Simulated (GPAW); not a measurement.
# Near-edge structure at the O K edge of HfO2 (P2_1/c), part 4 of 4

How does the O K edge of HfO2 (P2_1/c) move when the bonds are compressed or stretched?

GPAW 26.7.0; X-ray absorption from dipole matrix elements to empty bands, plane-wave PAW revPBE.

So far. Step 8 (Spectrum with FCH, O atom 5): The scaled spectrum changes by 9 % r.m.s. The highest intensity below 16 eV goes from 4.8 eV (2.28) to 5.1 eV (2.25). Step 10 (Spectrum with FCH, O atom 5): Against the first run the r.m.s. difference is 9 %. The highest intensity below 16 eV goes from 4.8 eV (2.28) to 4.6 eV (2.32).

### Step 12. Spectrum with FCH, O atom 5

Shorter bonds are expected to push antibonding states and scattering resonances up, and longer ones down; the cell is scaled to test that.

Changed against the first core-hole run: volume scale from 1 to 1.06.

The input, xas.py:

```python
import numpy as np
from ase import Atoms
from ase.parallel import parprint, paropen
from gpaw import GPAW, PW, FermiDirac, Mixer, MixerDif, setup_paths
from gpaw.test import gen
setup_paths.insert(0, '.')
gen('O', name='fch1s', xcname='revPBE', corehole=(1, 0, 1), write_xml=True)
from gpaw.mpi import world
world.barrier()

atoms = Atoms('Hf4O8',
    cell=[[5.21837843, 0, 0],
     [0, 5.28740621, 0],
     [-0.87550387, 0, 5.31612579]],
    scaled_positions=[[0.2755, 0.4603, 0.708],
     [0.7245, 0.9603, 0.792],
     [0.7245, 0.5397, 0.292],
     [0.2755, 0.0397, 0.208],
     [0.0742, 0.1684, 0.8467],
     [0.9258, 0.6684, 0.6533],
     [0.9258, 0.8316, 0.1533],
     [0.0742, 0.3316, 0.3467],
     [0.4487, 0.7419, 0.9801],
     [0.5513, 0.2419, 0.5199],
     [0.5513, 0.2581, 0.0199],
     [0.4487, 0.7581, 0.4801]],
    pbc=True)
atoms.calc = calc = GPAW(legacy_gpaw=True, mode=PW(500, force_complex_dtype=True), xc='revPBE', setups={4: 'fch1s'},
    kpts={'size': (4, 4, 4), 'gamma': True}, occupations=FermiDirac(0.02),
    charge=0, mixer=Mixer(0.1, 5, 50), maxiter=150,
    convergence={'density': 0.0001, 'eigenstates': 1e-6}, txt='scf.txt')
energy = atoms.get_potential_energy() + calc.get_reference_energy()
ef = calc.get_fermi_level()
out = dict(energy=energy, fermi=ef, forces=atoms.get_forces().tolist())
parprint(f'all-electron energy {energy:.4f} eV, Fermi level {ef:.4f} eV')
ev = np.array([[calc.get_eigenvalues(k, s) for k in range(len(calc.get_ibz_k_points()))] for s in range(calc.get_number_of_spins())])
out['homo'], out['lumo'], out['counts'] = ev[ev < ef].max(), ev[ev > ef].min(), sorted(set((ev < ef).sum((0, 2)).tolist()))
out['filled'] = (ev[:, 0] < ef).sum(1).tolist()

from ase.units import Ha
from gpaw.xas import dipole_matrix_elements
nb = int(calc.get_number_of_electrons() / 2) + 110
top, nb = nb, nb + 8 + nb // 12
nscf = calc.fixed_density(kpts={'size': (5, 5, 5), 'gamma': True}, nbands=nb,
    convergence={'bands': top, 'eigenstates': 5e-3}, maxiter=60, txt='nscf.txt')
cell = atoms.cell.array
ops = [cell.T @ U.T @ np.linalg.inv(cell.T) for U in nscf.wfs.kd.symmetry.op_scc]
filled = [48]  # bands filled in the ground state, by spin
E = np.arange(-6, 34, 0.1)
fwhm = np.interp(E, [4, 25], [0.9, 3.5])
Y, X, zero, highest = 0, 0, 1e9, 1e9
for spin in range(nscf.get_number_of_spins()):
    wfs = nscf.wfs
    mine = wfs.bd.get_slice()  # this rank's bands
    A = dipole_matrix_elements(wfs.setups[4])
    eps = np.zeros((wfs.kd.nibzkpts, nb))
    d = np.zeros((3, A.shape[1], wfs.kd.nibzkpts, nb), complex)
    for kpt in wfs.kpt_u:
        if kpt.s == spin and 4 in kpt.P_ani:
            eps[kpt.k, mine] = kpt.eps_n * Ha
            d[:, :, kpt.k, mine] = (kpt.weight * wfs.nspins / 2) ** 0.5 * np.inner(A, kpt.P_ani[4])
    world.sum(eps)
    world.sum(d)
    T = np.einsum('amkn,bmkn->abkn', d, d.conj()).real
    T = sum(np.einsum('ai,ijkn,bj->abkn', R, T, R) for R in ops) / len(ops)
    empty = np.ones_like(eps, bool) & (np.arange(nb) >= filled[spin])
    zero, highest = min(zero, eps[empty].min()), min(highest, eps[:, top - 1].min())
    lines = [(eps, T, empty)] if spin == 0 else lines + [(eps, T, empty)]
for eps, T, empty in lines:
    f = np.einsum('aakn->akn', T).reshape(3, -1)
    x = eps.ravel() - zero
    w = np.interp(x, E, fwhm) / 2.35482
    g = np.exp(-0.5 * ((E[:, None] - x) / w) ** 2) / (w * (2 * np.pi) ** 0.5)
    Y = Y + (f * empty.ravel()) @ g.T
    X = X + (f * ~empty.ravel()) @ g.T
out.update(E=E.round(2).tolist(), xas=Y.tolist(), xes=X.tolist(), zero=zero, valid=highest - zero, nk=len(eps), nb=nb)
for i in range(0, len(E), 10):
    parprint(f'{E[i]:7.2f}', *(f'{v:10.3e}' for v in Y[:, i]))
import json
with paropen('out.json', 'w') as f:
    json.dump(out, f)
```

On the command line:

```console
OMP_NUM_THREADS=1 mpirun -n 4 gpaw python xas.py
```

Numbers of over 12 decimals in the logs are rounded to 6 here.

Output:

```text
Input parameters:
  convergence: {density: 0.0001,
                eigenstates: 1e-06}
  kpts: {gamma: True,
         size: (4, 4, 4)}
  maxiter: 150
  mixer: {backend: pulay,
          beta: 0.1,
          method: separate,
          nmaxold: 5,
          weight: 50}
  mode: {ecut: 500.0,
         force_complex_dtype: True,
         name: pw}
  occupations: {fixmagmom: False,
                name: fermi-dirac,
[...]
*p    :    -0.060364
*d    :     0.000000
--------------------------------

Diagonalizing with gridspacing h=0.050

state   all-electron     PAW
-------------------------------
2s:      -1.610682    -1.612130
2p:      -1.060364    -1.066633
*d:                   -0.064109
*f:                   -0.013753
-------------------------------
all-electron energy -1655496.6786 eV, Fermi level 7.3519 eV
[...]
32.00  5.280e-05  5.468e-05  6.352e-05
  33.00  5.183e-05  5.509e-05  6.420e-05
[key lines of the parts left out:]
Converged after 17 iterations.
Dipole moment: (-0.157431, -0.375179, 0.343313) |e|*Ang
Free energy:   -131.040075
Fermi level: 7.35193
```

Run time: 2.4 min. Hardware: 4 MPI ranks of Intel Xeon Platinum 8375C at 2.90GHz (Ice Lake), shared host; peak memory 0.6 GiB; 9.5 min of CPU time.

| E (eV) | first run | this run |
| --- | --- | --- |
| -2.0 | 0.00 | 0.00 |
| -1.0 | 0.00 | 0.00 |
| 0.0 | 0.37 | 0.41 |
| 1.0 | 1.20 | 1.31 |
| 2.0 | 1.23 | 1.14 |
| 3.0 | 0.92 | 1.09 |
| 4.0 | 1.57 | 2.15 |
| 5.0 | 2.25 | 1.93 |
| 6.0 | 1.40 | 0.92 |
| 7.0 | 0.77 | 0.75 |
| 8.0 | 0.85 | 1.04 |
| 9.0 | 1.07 | 1.10 |
| 10.0 | 1.02 | 0.99 |
| 11.0 | 1.04 | 1.03 |
| 12.0 | 0.92 | 0.84 |
| 13.0 | 0.75 | 0.77 |
| 14.0 | 0.75 | 0.79 |
| 15.0 | 0.76 | 0.77 |
| 16.0 | 0.74 | 0.73 |
| 17.0 | 0.72 | 0.70 |
| 18.0 | 0.70 | 0.67 |
| 19.0 | 0.65 | 0.62 |
| 20.0 | 0.61 | 0.59 |
| 21.0 | 0.59 | 0.59 |
| 22.0 | 0.59 | 0.60 |
| 23.0 | 0.60 | 0.62 |
| 24.0 | 0.61 | 0.65 |
| 25.0 | 0.64 | 0.68 |
| 26.0 | 0.67 | 0.73 |
| 27.0 | 0.72 | 0.80 |
| 28.0 | 0.78 | 0.88 |
| 29.0 | 0.84 | 0.93 |
| 30.0 | 0.90 | 0.95 |
| 31.0 | 0.92 | 0.94 |
| 32.0 | 0.92 | 0.93 |

The scaled spectrum changes by 17 % r.m.s. A shift of -0.4 eV leaves 9 %. The highest intensity below 16 eV goes from 4.8 eV (2.28) to 4.4 eV (2.36).

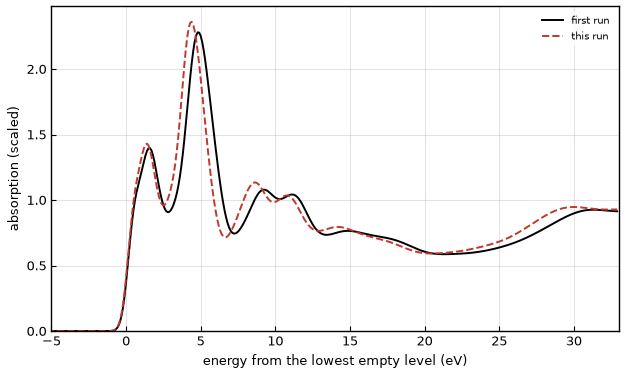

The effect of the change (volume scale from 1 to 1.06).

The photon energy of the zero moves by -0.17 eV.

### Step 13. The volumes side by side

| volume | nearest distance (Å) | shift of the zero (eV) | maximum 1 (eV above own zero) | maximum 2 (eV above own zero) | maximum 3 (eV above own zero) |
| --- | --- | --- | --- | --- | --- |
| 0.94 | 1.992 | +0.17 | 1.8 | 5.4 | 10.0 |
| 0.97 | 2.013 | +0.08 | 1.7 | 5.1 | 9.6 |
| 1 | 2.034 | +0.00 | 1.6 | 4.8 | 9.2 |
| 1.03 | 2.054 | -0.09 | 1.5 | 4.6 | 8.9 |
| 1.06 | 2.073 | -0.17 | 1.4 | 4.4 | 8.6 |

The curves, each shifted by its zero's change so that they share one photon-energy axis, counted from the zero at V × 1:

| E (eV) | V × 0.94 | V × 0.97 | V × 1 | V × 1.03 | V × 1.06 |
| --- | --- | --- | --- | --- | --- |
| -2.0 | 0.00 | 0.00 | 0.00 | 0.00 | 0.00 |
| -1.0 | 0.00 | 0.00 | 0.00 | 0.00 | 0.01 |
| 0.0 | 0.19 | 0.27 | 0.37 | 0.49 | 0.63 |
| 1.0 | 1.05 | 1.12 | 1.20 | 1.30 | 1.39 |
| 2.0 | 1.36 | 1.32 | 1.23 | 1.13 | 1.04 |
| 3.0 | 0.92 | 0.89 | 0.92 | 1.02 | 1.19 |
| 4.0 | 1.02 | 1.24 | 1.57 | 1.98 | 2.30 |
| 5.0 | 1.92 | 2.21 | 2.25 | 2.06 | 1.73 |
| 6.0 | 2.05 | 1.75 | 1.40 | 1.06 | 0.82 |
| 7.0 | 1.23 | 0.93 | 0.77 | 0.74 | 0.79 |
| 8.0 | 0.77 | 0.77 | 0.85 | 0.97 | 1.08 |
| 9.0 | 0.86 | 0.97 | 1.07 | 1.10 | 1.07 |
| 10.0 | 1.03 | 1.04 | 1.02 | 1.00 | 1.00 |
| 11.0 | 1.02 | 1.03 | 1.04 | 1.04 | 1.01 |
| 12.0 | 1.02 | 0.99 | 0.92 | 0.86 | 0.81 |
| 13.0 | 0.85 | 0.78 | 0.75 | 0.75 | 0.77 |
| 14.0 | 0.72 | 0.72 | 0.75 | 0.77 | 0.79 |
| 15.0 | 0.73 | 0.75 | 0.76 | 0.77 | 0.77 |
| 16.0 | 0.73 | 0.74 | 0.74 | 0.74 | 0.73 |
| 17.0 | 0.73 | 0.73 | 0.72 | 0.71 | 0.70 |
| 18.0 | 0.72 | 0.71 | 0.70 | 0.68 | 0.66 |
| 19.0 | 0.70 | 0.67 | 0.65 | 0.63 | 0.61 |
| 20.0 | 0.65 | 0.62 | 0.61 | 0.60 | 0.59 |
| 21.0 | 0.60 | 0.59 | 0.59 | 0.59 | 0.60 |
| 22.0 | 0.58 | 0.58 | 0.59 | 0.60 | 0.61 |
| 23.0 | 0.58 | 0.59 | 0.60 | 0.61 | 0.63 |
| 24.0 | 0.58 | 0.60 | 0.61 | 0.63 | 0.65 |
| 25.0 | 0.60 | 0.62 | 0.64 | 0.66 | 0.69 |
| 26.0 | 0.62 | 0.65 | 0.67 | 0.71 | 0.75 |
| 27.0 | 0.66 | 0.69 | 0.72 | 0.77 | 0.82 |
| 28.0 | 0.70 | 0.74 | 0.78 | 0.83 | 0.89 |
| 29.0 | 0.74 | 0.79 | 0.84 | 0.90 | 0.94 |
| 30.0 | 0.80 | 0.85 | 0.90 | 0.93 | 0.95 |
| 31.0 | 0.85 | 0.90 | 0.92 | 0.93 | 0.93 |
| 32.0 | 0.89 | 0.92 | 0.92 | 0.92 | 0.93 |

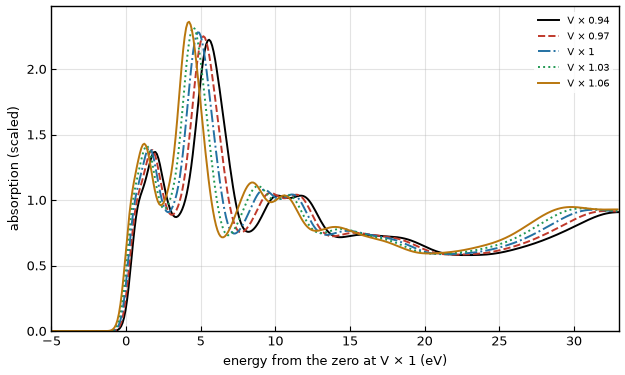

The edge at each volume, on one photon-energy scale.

### Step 14. Outcome

```json
{"absorber and edge": "O K, atom 5 of the ground-state input (counted from 1)", "surroundings": "1 Hf at 2.03 Å, 1 Hf at 2.07 Å and 1 Hf at 2.12 Å (distorted trigonal planar, site symmetry 1)", "highest intensity below 16 eV": "4.8 eV above the zero, height 2.28", "photon energy of the zero, with the added terms": "531.5 eV (raw 540.4 eV; uncertain by a few eV)"}
```

**Reading.** From V × 0.94 to V × 1.06 the nearest distance grows by 0.081 Å and the zero moves by -0.34 eV. Above their own zero, the maxima move from 1.8 to 1.4 eV, from 5.4 to 4.4 eV and from 10.0 to 8.6 eV. The O K edge of atom 5, with 1 Hf at 2.03 Å, 1 Hf at 2.07 Å and 1 Hf at 2.12 Å (distorted trigonal planar, site symmetry 1), has its highest intensity of the first 16 eV at 4.8 eV above the zero, near 536 eV in photon energy (uncertain by a few eV), 2.3 times the mean level of the first 20 eV (Gaussian full width 0.9 eV up to 4 eV, rising linearly to 3.5 eV at 25 eV). At the O K edge of atom 5 polarisation matters most near 4.1 eV, where the curves differ by 0.8 on this scale. The crystal has 2 inequivalent O sites and not all are shown here, while a measurement adds them all. The holes are only 5.1 Å apart, so the shape is probably not converged with cell size; no larger cell was run here. The mesh is coarse (0.25 Å⁻¹ between points), so small maxima may be mesh ripples. The structure is a published determination, not relaxed.

[Banner, clock and machine lines of the logs are left out without a mark of their own.]

[Logs are printed without paths, hosts, clocks, repeated set-up lines and the standing remarks that a program may print on its own settings, such as how far it seeks lower states.]

[Hosts, paths, dates, database ids (printed as entryN), source tags and the programs' standing remarks are cut or masked in the printed files.]

[Lists of maxima count a maximum above −3 eV only where it reaches 4 % of the highest in the window and stands out from its surroundings by 2 % of it (1.5 % where it reaches 55 %); shoulders and weaker maxima are passed over, and of the rest the first, up to two pre-edge ones and the few strongest are named.]
